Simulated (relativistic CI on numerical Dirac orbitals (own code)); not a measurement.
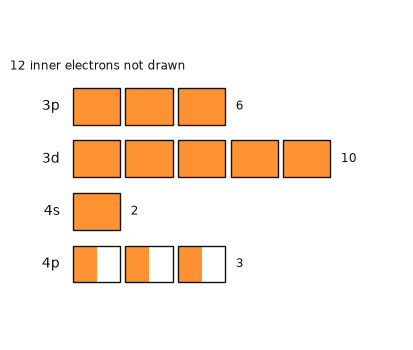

Fig. 1: The outer shells of the leading configuration of the lowest level: a box for each of the 2l + 1 orbitals, shaded by the share of the shell that is filled, with the electron count at the right.

# Sr⁵⁺: relativistic CI calculation

- system: Sr⁵⁺.
- method: Dirac-Coulomb-Breit CI, KLI orbitals optimised for each configuration, model QED (radiative potential, 1s self-energy scaled to tabulated hydrogen-like ionisation energies), valence Slater integrals scaled by 0.75, P86 correlation energy added to each configuration (relativistic CI on numerical Dirac orbitals, in-house)

### The input
```
atom Sr  Z=38  charge=5  electrons=33
nucleus A=88  rms_radius_fm=4.2240
hamiltonian dirac-coulomb  breit=on  qed=on  c_scale=1
orbitals kli  potential=per-configuration
slater_scale 0.75
correlation p86
mixing on
configurations
  [Ar] 3d10 4s2 4p3
  [Ar] 3d10 4s 4p4
  [Ar] 3d10 4s2 4p2 4d
  [Ar] 3d10 4p5
  [Ar] 3d10 4s 4p3 4d
  [Ar] 3d10 4s2 4p2 4f
  [Ar] 3d10 4s2 4p2 5s
  [Ar] 3d10 4s 4p3 4f
  [Ar] 3d10 4s2 4p2 5p
  [Ar] 3d10 4s2 4p2 5d
  [Ar] 3d10 4p4 4d
  [Ar] 3d10 4s2 4p2 6s
  [Ar] 3d10 4s 4p2 4d2
  [Ar] 3d10 4s 4p3 5s
  [Ar] 3d10 4s2 4p2 6p
  [Ar] 3d10 4s2 4p 4d 4f
  [Ar] 3d10 4s2 4p2 5f
  [Ar] 3d10 4s2 4p2 5g
  [Ar] 3d10 4s2 4p2 6d
  [Ar] 3d10 4s2 4p2 7s
  [Ar] 3d10 4s 4p3 5p
  [Ar] 3d10 4s2 4p2 7p
  [Ar] 3d10 4s2 4p2 6f
  [Ar] 3d10 4p4 4f
  [Ar] 3d10 4s 4p3 5d
  [Ar] 3d10 4s 4p3 6s
  [Ar] 3d10 4s2 4p 4d 5p
  [Ar] 3d10 4s 4p3 6p
  [Ar] 3d10 4s2 4p 4d2
  [Ar] 3d10 4s2 4d3
  [Ar] 3d10 4s 4p 4d3
  [Ar] 3d10 4s2 4d2 4f
  [Ar] 3d10 4s2 4d2 5s
  [Ar] 3d10 4s 4p 4d2 4f
  [Ar] 3d10 4p3 4d2
  [Ar] 3d10 4p2 4d3
  [Ar] 3d10 4p2 4d2 4f
  [Ar] 3d10 4p2 4d2 5s
  [Ar] 3d10 4s2 4p 4f2
  [Ar] 3d10 4s2 4d 4f2
  [Ar] 3d10 4s 4p 4d 4f2
  [Ar] 3d10 4s2 4f3
  [Ar] 3d10 4s2 4f2 5s
  [Ar] 3d10 4s 4p 4f3
  [Ar] 3d10 4p3 4f2
  [Ar] 3d10 4p2 4d 4f2
  [Ar] 3d10 4p2 4f3
  [Ar] 3d10 4p2 4f2 5s
  [Ar] 3d10 4s2 4p 4d 5s
  [Ar] 3d10 4s 4p 4d2 5s
  [Ar] 3d10 4s2 4d 4f 5s
  [Ar] 3d10 4s2 4d 5s2
  [Ar] 3d10 4s 4p 4d 4f 5s
  [Ar] 3d10 4s 4p2 4d 4f
  [Ar] 3d10 4s 4p2 5s 5p
  [Ar] 3d10 4s 4p 4d 5s 5p
  [Ar] 3d10 4p2 4d 5s 5p
  [Ar] 3d10 4s 4p 4f 5s 5p
  [Ar] 3d10 4s 4p 5s2 5p
  [Ar] 3d10 4p2 4f 5s 5p
  [Ar] 3d10 4p3 4d 5s
  [Ar] 3d10 4p2 4d 4f 5s
  [Ar] 3d10 4p2 4d 5s2
end
```

Launched within a batch (the task file carries these settings):
```bash
python <driver script> task.json out
```

The program writes its results to a structured record and prints no log; tables and figures of this report are taken from that record.

### The lowest 20 levels

```tsv
Configuration	Level	E (cm⁻¹)	LS purity (%)	Landé g	Lifetime (s; – stable or not computed)
4s² 4p³	⁴S°₃/₂	0	91	1.950	–
4s² 4p³	²D°₃/₂	17,030	80	0.920	7.0×10⁻²
4s² 4p³	²D°₅/₂	20,600	98	1.200	7.2×10⁻¹
4s² 4p³	²P°₁/₂	33,150	98	0.665	2.0×10⁻²
4s² 4p³	²P°₃/₂	38,630	77	1.264	8.2×10⁻³
4s 4p⁴	⁴P₅/₂	158,600	90	1.591	8.3×10⁻¹⁰
4s 4p⁴	⁴P₃/₂	165,000	91	1.726	7.5×10⁻¹⁰
4s 4p⁴	⁴P₁/₂	167,400	89	2.651	6.9×10⁻¹⁰
4s 4p⁴	²D₃/₂	190,700	81	0.822	3.4×10⁻¹⁰
4s 4p⁴	²D₅/₂	192,300	82	1.210	3.9×10⁻¹⁰
4s 4p⁴	²S₁/₂	214,900	61	1.645	1.4×10⁻¹⁰
4s 4p⁴	²P₃/₂	217,400	59	1.318	1.2×10⁻¹⁰
4s 4p⁴	J = 1/2 (even, mixed)	227,100	42	1.032	1.4×10⁻¹⁰
4s² 4p² 4d	⁴F₃/₂	238,100	88	0.468	2.3×10⁻⁹
4s² 4p² 4d	⁴F₅/₂	240,500	81	1.080	2.5×10⁻⁹
4s² 4p² 4d	⁴F₇/₂	244,500	85	1.258	1.5×10⁻⁸
4s² 4p² 4d	²F₅/₂	246,400	68	0.989	2.7×10⁻⁹
4s² 4p² 4d	⁴D₁/₂	248,000	95	0.022	9.1×10⁻¹⁰
4s² 4p² 4d	⁴D₃/₂	248,700	87	1.146	6.8×10⁻¹⁰
4s² 4p² 4d	⁴F₉/₂	248,800	92	1.319	5.2×10⁻²
```

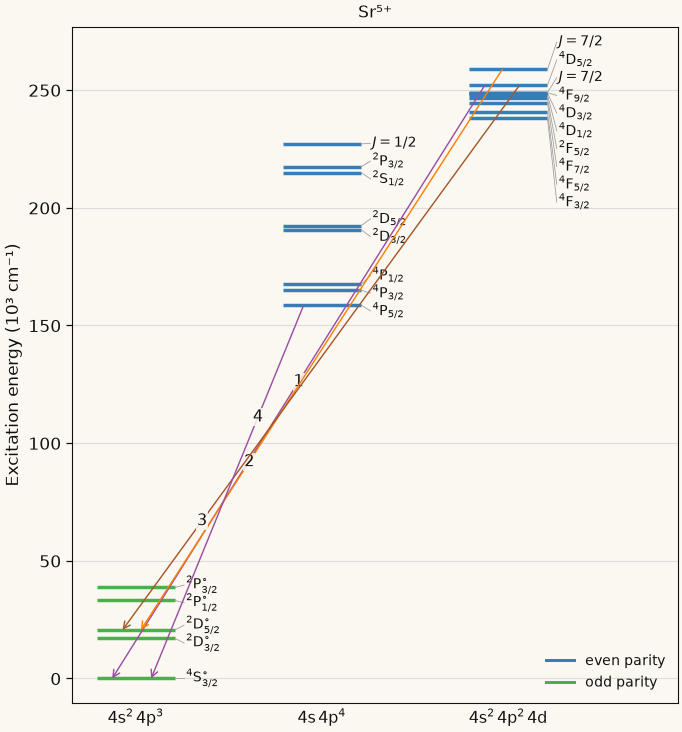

Fig. 2: Levels of Sr⁵⁺ with 4 numbered transitions. Rates are at computed energies, in the length gauge.

```
No.                                Upper           Lower  Type  λ (vacuum)  A (s⁻¹)
  1                     4s² 4p² 4d ⁴D₅/₂  4s² 4p³ ⁴S°₃/₂    E1    39.67 nm  7.6×10⁸
  2  4s² 4p² 4d [(4p₃/₂)² 4d₅/₂] J = 7/2  4s² 4p³ ²D°₅/₂    E1    41.99 nm  9.1×10⁷
  3                     4s² 4p² 4d ⁴D₅/₂  4s² 4p³ ²D°₅/₂    E1    43.20 nm  3.5×10⁸
  4                         4s 4p⁴ ⁴P₅/₂  4s² 4p³ ⁴S°₃/₂    E1    63.05 nm  1.1×10⁹
```

Line 4 has the largest rate; it falls in the extreme ultraviolet region.

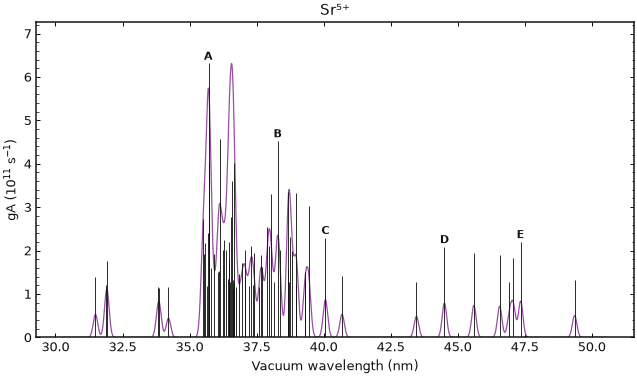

Fig. 3: The stronger electric dipole lines (weighted rates gA) for Sr VI (Sr⁵⁺). The envelope is a Gaussian of full width 0.2 nm, scaled to the tallest stick. A: 4s² 4p² 4d ²F₇/₂ → 4s² 4p³ ²D°₅/₂, 35.71 nm, gA = 6.3×10¹¹ s⁻¹; B: 4s² 4p 4d² ²H°₁₁/₂ → 4s² 4p² 4d ²G₉/₂, 38.28 nm, gA = 4.5×10¹¹ s⁻¹; C: 4s² 4p 4d² J = 7/2 (odd, mixed, level 301) → 4s² 4p² 4d ²D₅/₂, 40.07 nm, gA = 2.3×10¹¹ s⁻¹; D: 4s² 4p² 4f ²G°₉/₂ → 4s² 4p² 4d [(4p₃/₂)² 4d₅/₂] J = 7/2, 44.51 nm, gA = 2.1×10¹¹ s⁻¹; E: 4s² 4p² 4f ⁴G°₁₁/₂ → 4s² 4p² 4d ⁴F₉/₂, 47.35 nm, gA = 2.2×10¹¹ s⁻¹. The strongest, A, lies in the extreme ultraviolet region.

### Summary

- outcome: converged
- lowest level: 4s² 4p³ ⁴S°₃/₂
- first excited level: 4s² 4p³ ²D°₃/₂, 17,027 cm⁻¹
- ionisation energy: 88.311 eV
- levels computed: 11911
- SCF iterations: 570
- hardware: 1 thread of AMD EPYC (Zen 3), 192 GiB of memory available, shared host
- wall time: 20 s

### Remarks

Caveats: configurations can be misplaced by up to about 7 % of their energy; only a limited list of configurations is included, so lower levels can be missing; only lines among the lowest 400 of 11911 levels are drawn, so those from 4s² 4p² 7s and 4s 4p³ 4f are incomplete.
